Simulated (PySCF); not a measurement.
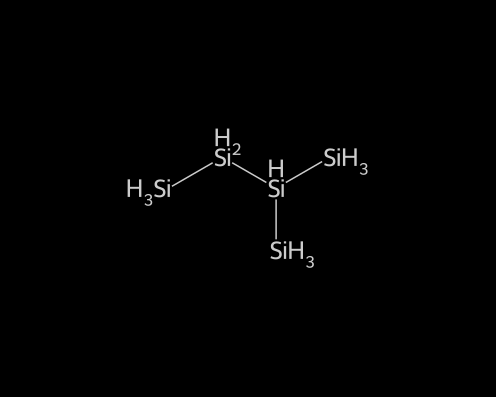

Source: calculation with PySCF.

2D structure.

Give its SMILES.

[SiH3][SiH2][SiH]([SiH3])[SiH3]

What is the molecular formula?

Si5H12.

An optimisation with PBE0-D3(BJ)/def2-SVP gave a structure of which point group?

C1. Other conformers may differ.
